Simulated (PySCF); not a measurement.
Excited-state calculation of Si₂H₅ClO

The run: excited-state calculation of Si₂H₅ClO. Method and program: TDDFT CAM-B3LYP/def2-SVPD, vertical, gas phase, core orbitals frozen in the response (PySCF 2.14.0).

The geometry comes from this level: PBE0-D3(BJ)/def2-SVP.

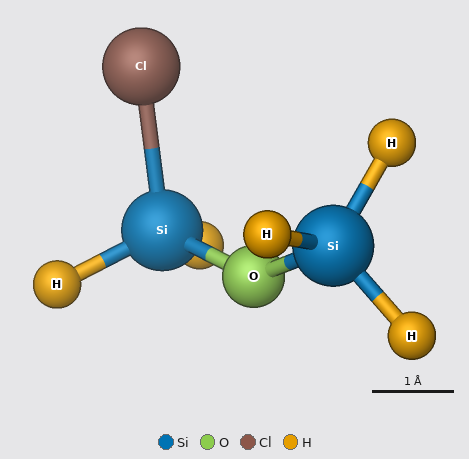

**Figure 1.** The input geometry (ball-and-stick view, seen at a tilt). Bond lengths as drawn: Cl–Si 2.07 Å, H–Si 1.48 to 1.49 Å and O–Si 1.64 to 1.67 Å.

**Summary**

- outcome: converged
- total energy: −1117.163918 hartree
- HOMO: −10.14 eV
- LUMO: 0.71 eV
- dipole moment: 1.01 D
- mean polarisability: 68.45 a.u.
- vertical ionisation energy: 11.02 eV
- lowest singlet excitation: 7.46 eV
- hardware: 1 CPU thread, shared host
- wall time: 65 s
- peak memory: 0.62 GiB

**Input file**
```
{"job": {"kind": "uv", "xc": "CAM-B3LYP", "basis": "def2-SVPD", "nstates": 6, "ntriplets": 2, "ip": true}, "charge": 0, "multiplicity": 1}
Si    -1.490790    -0.325882    -0.395626
O      0.145349    -0.459095    -0.380198
Si     1.559163     0.145609     0.261854
Cl    -2.050358     1.296902     0.760206
H     -2.104332    -1.541500     0.196039
H     -1.962730    -0.087360    -1.782380
H      1.569368     1.634562     0.174872
H      1.690823    -0.270694     1.688422
H      2.686654    -0.415353    -0.531935
```

The first line tells a small driver script what to run in PySCF; the rest is the geometry in Å.

Launched with:
```bash
OMP_NUM_THREADS=1 python <driver script> task.json out
```

**Log**
```
coarse grid: 9064 points
cycle   1  E = -1116.9224319521  dE =  1.202e-01  |g| = 7.217e-01  |ddm| = 3.300e+00
cycle   2  E = -1116.8364001338  dE =  8.603e-02  |g| = 1.009e+00  |ddm| = 1.583e+00
cycle   3  E = -1117.0254891653  dE = -1.891e-01  |g| = 7.635e-02  |ddm| = 8.292e-01
cycle   4  E = -1117.0268443998  dE = -1.355e-03  |g| = 2.692e-02  |ddm| = 1.492e-01
cycle   5  E = -1117.0270438058  dE = -1.994e-04  |g| = 3.143e-03  |ddm| = 4.594e-02
cycle   6  E = -1117.0270468647  dE = -3.059e-06  |g| = 5.592e-04  |ddm| = 7.835e-03
final grid: 73672 points
cycle   7  E = -1117.1639174745  dE = -4.713e-06  |g| = 1.309e-03  |ddm| = 1.814e-02
cycle   8  E = -1117.1639176462  dE = -1.717e-07  |g| = 1.035e-03  |ddm| = 3.626e-03
cycle   9  E = -1117.1639178718  dE = -2.257e-07  |g| = 1.910e-04  |ddm| = 1.292e-03
cycle  10  E = -1117.1639178782  dE = -6.319e-09  |g| = 6.643e-05  |ddm| = 2.364e-04
cycle  11  E = -1117.1639178791  dE = -8.924e-10  |g| = 1.243e-05  |ddm| = 8.709e-05
```

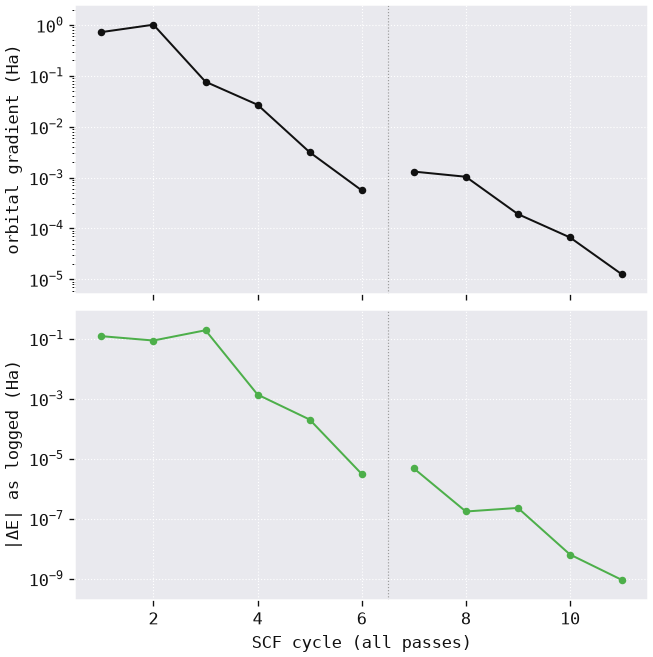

**Figure 2.** Convergence of the self-consistent field: orbital gradient and size of the energy change against the SCF cycle. The dotted line marks the change from a coarse to the final integration grid. The first 6 cycles use a coarse grid, the final grid takes over at cycle 7, and the field converges after 11 cycles in all.

```
converged SCF energy = -1117.1639178791

Static polarisability (au): isotropic 68.450, principal 61.659 69.000 74.691

Singlet excitations
state   eV       nm        f      main configurations
  1   7.4581    166.2   0.00167   H->L 0.81, H-2->L 0.09
  2   7.7610    159.8   0.00417   H->L+1 0.58, H->L+2 0.25
  3   7.8739    157.5   0.00165   H-1->L 0.76, H-3->L 0.12
  4   8.1379    152.4   0.00077   H-2->L 0.58, H->L+3 0.12, H->L+6 0.08
  5   8.4336    147.0   0.07214   H->L+2 0.35, H->L+1 0.15, H-1->L+1 0.12
  6   8.4350    147.0   0.05841   H-1->L+1 0.25, H->L+2 0.19, H-3->L+1 0.19

Triplet excitations (Tamm-Dancoff, eV): 7.0950 7.3584
Vertical ionisation energy (delta-SCF) = 11.0224 eV
```

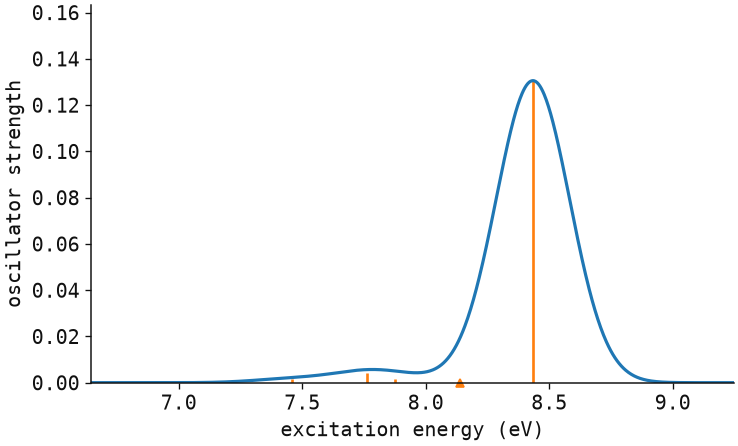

**Figure 3.** Computed excitations as sticks (degenerate states added up, dark ones marked on the axis), with a Gaussian envelope of 0.35 eV full width at half maximum, scaled to the tallest. Of the 6 states the lowest lies at 7.46 eV (f = 0.002); the strongest line is at 8.43 eV, or 147 nm (f = 0.131, summed over 2 states that lie within 0.004 eV).

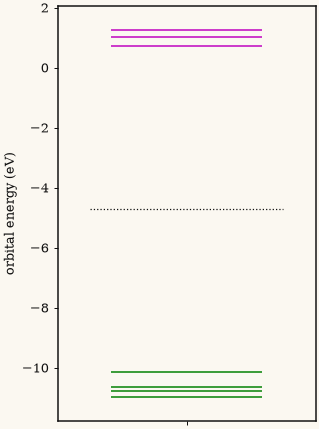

**Figure 4.** Orbital energies near the frontier; the dotted line parts filled from empty levels, and levels within 0.02 eV of each other stand side by side. Highest filled −10.14 eV, lowest empty 0.71 eV, 10.85 eV apart.
